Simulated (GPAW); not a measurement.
# How Ru absorbs and reflects light

Aim: the dielectric function of Ru, and the optical constants that follow from it.

Main program and level: GPAW 26.7.0; DFT, PBE, plane-wave PAW (GPAW data sets), scalar-relativistic, RPA, optical limit.

**1. The structure**

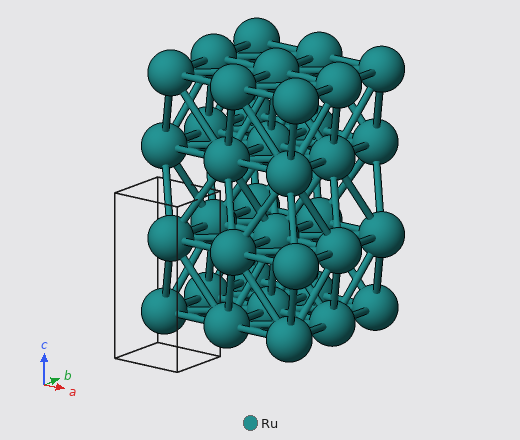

Start, viewed slightly off an axis; ruthenium teal. 3×3×2 cells are drawn.

Structure file:

```cif
data_structure
_symmetry_space_group_name_H-M 'P 1'
_symmetry_Int_Tables_number 1
_cell_length_a 2.7058
_cell_length_b 2.7058
_cell_length_c 4.2819
_cell_angle_alpha 90.000
_cell_angle_beta 90.000
_cell_angle_gamma 120.000
_cell_volume 27.15
loop_
_atom_site_label
_atom_site_type_symbol
_atom_site_fract_x
_atom_site_fract_y
_atom_site_fract_z
_atom_site_occupancy
Ru1 Ru 0.66667 0.33333 0.75000 1
Ru2 Ru 0.33333 0.66667 0.25000 1
```

**2. Dielectric function, RPA**

Transitions between filled and empty bands, summed over the zone, give the optical response, so mesh, band count and broadening shape it.

The induced potential is part of this response.

File df.py:

```python
from gpaw.response.df import DielectricFunction

df = DielectricFunction('full.gpw', frequencies={'type': 'nonlinear', 'domega0': 0.03, 'omega2': 8},
                        ecut=50,
                        eta=0.15,
                        nbands=32,
                        rate=0.05,
                        txt='df.txt')
for direction in ['x', 'z']:
    df.get_dielectric_function(xc='RPA', direction=direction, filename=f'df_{direction}.csv')
```

The run is started by

```
$ OMP_NUM_THREADS=1 python df.py
```

Numbers of over 12 decimals in the logs are rounded to 6 here.

Log:

```text
Using integrator: PointIntegrator
NonLinearFrequencyDescriptor(from 0.000 to 106.549 eV, 546 points)
Nonperiodic BCs:  [False False False]
Using integrator: PointIntegrator
NonLinearFrequencyDescriptor(from 0.000 to 106.549 eV, 546 points)
Nonperiodic BCs:  [False False False]
Using integrator: PointIntegrator

Calculating chi0 body with:
    Ground state adapter containing:
    Number of spins: 1
    Number of kpoints: 5292
    Number of irreducible kpoints: 521
    Number of completely occupied states: 13
    Number of partially occupied states: 20

    Linear response parametrization:
    q_c: [0.0, 0.0, 0.0]
    Number of frequency points: 546
    Planewave cutoff: 50.0
    Number of bands: 32
    Number of planewaves: 23
    Broadening (eta): 0.15

Integrating chi0 body.

Symmetries of q_c:
    Direct symmetries (Uq -> q): 12
    Indirect symmetries (TUq -> q): 0
In total 12 allowed symmetries.

521 groups of equivalent kpoints. 90.154951% reduction.

Integral kind: spectral function

Calculating chi0 optical extensions with:
    Ground state adapter containing:
    Number of spins: 1
    Number of kpoints: 5292
    Number of irreducible kpoints: 521
    Number of completely occupied states: 13
    Number of partially occupied states: 20

    Linear response parametrization:
    Number of frequency points: 546
    Planewave cutoff: 50.0
    Number of bands: 32
    Number of planewaves: 23
    Broadening (eta): 0.15
Integrating chi0 head and wings.

Symmetries of q_c:
    Direct symmetries (Uq -> q): 12
    Indirect symmetries (TUq -> q): 0
In total 12 allowed symmetries.

521 groups of equivalent kpoints. 90.154951% reduction.

Integral kind: spectral function wings

Calculating drude chi0 with:
    Number of frequency points:546
    Plasma frequency decay rate: 0.05 eV

    Ground state adapter containing:
    Number of spins: 1
    Number of kpoints: 5292
    Number of irreducible kpoints: 521
    Number of completely occupied states: 13
    Number of partially occupied states: 20

Symmetries of q_c:
    Direct symmetries (Uq -> q): 12
    Indirect symmetries (TUq -> q): 0
In total 12 allowed symmetries.

521 groups of equivalent kpoints. 90.154951% reduction.

Integral kind: intraband
Plasma frequency:
[[7.11+0.j 0.  -0.j 0.  +0.j]
 [0.  -0.j 7.11+0.j 0.  -0.j]
 [0.  +0.j 0.  -0.j 8.66+0.j]]
```

The job ended after 52 s (1 thread of Intel Xeon Platinum 8375C at 2.90GHz (Ice Lake), shared host; peak memory 0.23 GiB).

Numbers from this step:

| Property | Result |
| --- | --- |
| main peak of the optical conductivity above 1 eV, first axis | 2.144 eV |

Some rows of df_x.csv (energy; Re and Im without local fields; Re and Im with them):

```text
0.000000, 20299.022357, 0.000000, 20298.920920, 0.000000
0.460735, -189.842558, 69.076843, -189.911461, 69.044837
0.943989, -17.062617, 21.173871, -17.121726, 21.168051
1.451455, 14.263128, 31.437332, 14.219539, 31.428595
1.984998, 10.605151, 49.738751, 10.639856, 49.747972
2.546682, -11.374421, 38.900527, -11.597130, 39.011997
3.138794, -16.755904, 29.907567, -17.011773, 29.665621
3.763875, -14.471945, 13.793078, -14.420949, 13.562204
4.424758, -9.769464, 9.434486, -9.617063, 9.339399
5.124608, -8.463036, 6.306977, -8.495604, 6.418474
5.866977, -6.385081, 4.430518, -6.453923, 4.502456
6.655862, -4.878650, 2.998596, -4.963540, 3.001052
7.495775, -3.571250, 1.926864, -3.623201, 1.916445
8.391833, -2.231956, 1.400836, -2.280434, 1.396773
9.349861, -1.088466, 1.132053, -1.134375, 1.129014
10.376517, -0.235168, 1.022131, -0.276259, 1.029619
11.479449, 0.390229, 1.370745, 0.338734, 1.403788
12.667487, 0.504170, 1.676015, 0.418639, 1.726440
13.950874, 0.869840, 1.613264, 0.724547, 1.643966
```

Table of Im ε by photon energy; read off at these points:

| photon energy (eV) | E ∥ x | E ∥ z |
| --- | --- | --- |
| 1 | 21.3 | 53.3 |
| 2 | 50.1 | 39.3 |
| 3 | 32.8 | 21.7 |
| 4 | 11.8 | 17.2 |
| 5 | 6.98 | 6.83 |
| 6 | 4.22 | 4.28 |
| 7 | 2.70 | 2.81 |
| 8 | 1.69 | 1.54 |
| 9 | 1.28 | 1.01 |
| 10 | 1.14 | 0.941 |
| 11 | 1.43 | 1.58 |
| 12 | 1.58 | 1.89 |
| 13 | 1.59 | 1.94 |

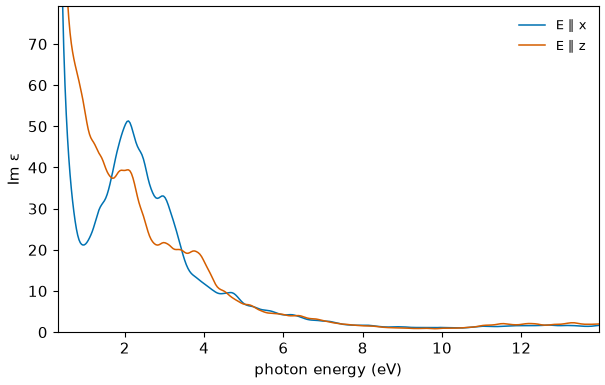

Im ε against photon energy. Below 1 eV the curve runs off the scale.

Re ε against photon energy:

| photon energy (eV) | E ∥ x | E ∥ z |
| --- | --- | --- |
| 1 | -10.2 | -45.0 |
| 2 | 9.85 | -10.8 |
| 3 | -13.4 | -10.2 |
| 4 | -12.6 | -14.1 |
| 5 | -9.33 | -9.75 |
| 6 | -5.95 | -6.35 |
| 7 | -4.25 | -4.88 |
| 8 | -2.62 | -3.02 |
| 9 | -1.49 | -1.64 |
| 10 | -0.563 | -0.367 |
| 11 | 0.186 | 0.619 |
| 12 | 0.389 | 0.513 |
| 13 | 0.417 | 0.587 |

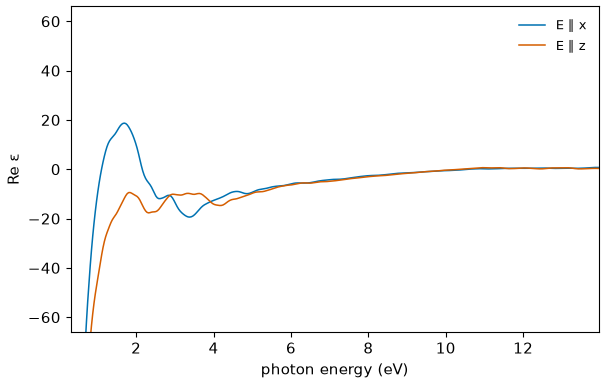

Re ε against photon energy. Below 1 eV the curve runs off the scale.

Table of refractive index n and extinction k by photon energy:

| photon energy (eV) | n, E ∥ x | k, E ∥ x | n, E ∥ z | k, E ∥ z |
| --- | --- | --- | --- | --- |
| 2 | 5.52 | 4.54 | 3.87 | 5.08 |
| 4 | 1.52 | 3.87 | 2.02 | 4.26 |
| 6 | 0.820 | 2.57 | 0.809 | 2.65 |
| 8 | 0.498 | 1.69 | 0.432 | 1.79 |
| 10 | 0.593 | 0.957 | 0.567 | 0.830 |
| 12 | 1.01 | 0.788 | 1.11 | 0.851 |

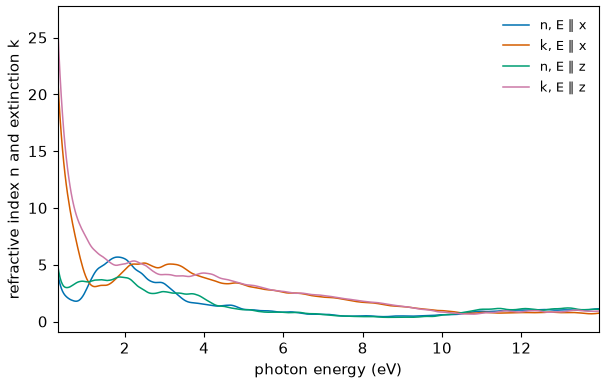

Refractive index n and extinction k against photon energy.

The loss function −Im 1/ε at q → 0 has structure finer than the step of the table below, so its rows give means over 1 eV, whole bins alone (the curve runs from 0.305 to 14.0 eV). Peaks (eV: height): E ∥ x 10.5: 0.967; E ∥ z 10.3: 1.02.

Table of loss function −Im 1/ε at q → 0 by energy loss; means over each step:

| energy loss (eV) | E ∥ x | E ∥ z |
| --- | --- | --- |
| 1 | 0.0232 | 0.0112 |
| 2 | 0.0209 | 0.0237 |
| 3 | 0.0259 | 0.0364 |
| 4 | 0.0398 | 0.0372 |
| 5 | 0.0560 | 0.0473 |
| 6 | 0.0779 | 0.0733 |
| 7 | 0.102 | 0.0899 |
| 8 | 0.165 | 0.135 |
| 9 | 0.343 | 0.291 |
| 10 | 0.723 | 0.841 |
| 11 | 0.759 | 0.620 |
| 12 | 0.603 | 0.497 |
| 13 | 0.581 | 0.482 |

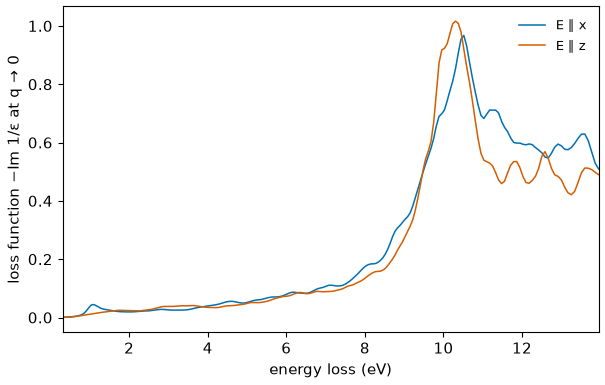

Loss function −Im 1/ε at q → 0, plotted against energy loss.

Table of Im ε, E ∥ x by photon energy; read off at these points:

| photon energy (eV) | without local fields | with local fields |
| --- | --- | --- |
| 1 | 21.3 | 21.3 |
| 2 | 50.1 | 50.1 |
| 3 | 33.0 | 32.8 |
| 4 | 11.9 | 11.8 |
| 5 | 6.83 | 6.98 |
| 6 | 4.16 | 4.22 |
| 7 | 2.71 | 2.70 |
| 8 | 1.69 | 1.69 |
| 9 | 1.29 | 1.28 |
| 10 | 1.14 | 1.14 |
| 11 | 1.41 | 1.43 |
| 12 | 1.54 | 1.58 |
| 13 | 1.54 | 1.59 |

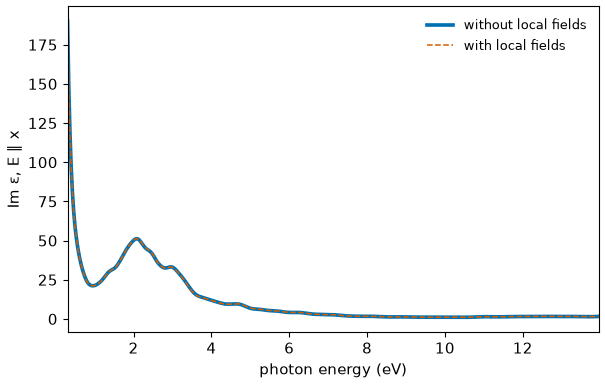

Im ε, E ∥ x, plotted against photon energy.

From ε follow the optical constants at some laser and lamp lines:

| wavelength (nm) | n x | k x | R (%) x | 1/α x | n z | k z | R (%) z | 1/α z |
| --- | --- | --- | --- | --- | --- | --- | --- | --- |
| 800 | 5.20 | 3.207 | 57.3 | 20 nm | 3.61 | 5.411 | 71.4 | 12 nm |
| 532 | 4.45 | 5.049 | 67.8 | 8.4 nm | 3.11 | 5.227 | 71.9 | 8.1 nm |
| 450 | 3.44 | 4.790 | 67.7 | 7.5 nm | 2.48 | 4.330 | 67.9 | 8.3 nm |
| 405 | 3.16 | 5.024 | 70.3 | 6.4 nm | 2.60 | 4.137 | 65.4 | 7.8 nm |
| 365 | 2.17 | 4.905 | 74.6 | 5.9 nm | 2.49 | 4.016 | 64.8 | 7.2 nm |
| 308 | 1.51 | 3.842 | 71.3 | 6.4 nm | 1.96 | 4.260 | 70.9 | 5.8 nm |
| 193 | 0.75 | 2.472 | 67.4 | 6.2 nm | 0.80 | 2.496 | 66.4 | 6.2 nm |

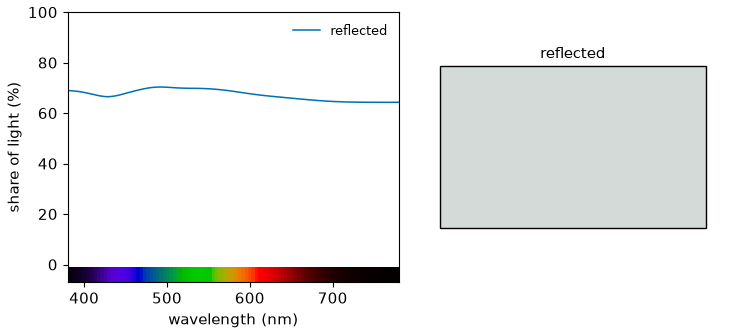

Light reflected across the visible range, with the colour that it makes of daylight (sRGB).

In reflection the computed colour is light grey: x = 0.311, y = 0.332, luminous reflectivity 69 %.

**3. What came out**

```json
{
  "main peak of the optical conductivity above 1 eV, first axis": "2.14 eV"
}
```

At this level (PBE, RPA) Ru is a metal; it reflects 68 % at 550 nm for E ∥ x. In reflection the computed colour is light grey: x = 0.311, y = 0.332, luminous reflectivity 69 %. The carriers' damping of 0.05 eV is typed, not computed; it shapes the response at the lowest energies. The sum runs over mesh points, so small or evenly spaced maxima can still be ripples of the mesh. In this version of GPAW the matrix elements of the optical limit are incomplete, which can lower ε − 1 by up to a tenth where first-row anions or d states rule, and shift it by more in d metals. GPAW's carrier term has the form −ωp²/(ω + i·rate)², which damps like twice the rate and fails at low energy, so the curves leave the lowest energies out.

[Machine, clock and banner lines and Python warnings are left out of the logs.]

[Logs are printed without paths, hosts, clocks, repeated set-up lines and the standing remarks that a program may print on its own settings, such as how far it seeks lower states.]

[Hosts, paths, dates, database ids (printed as entryN), source tags and the programs' standing remarks are cut or masked in the printed files.]
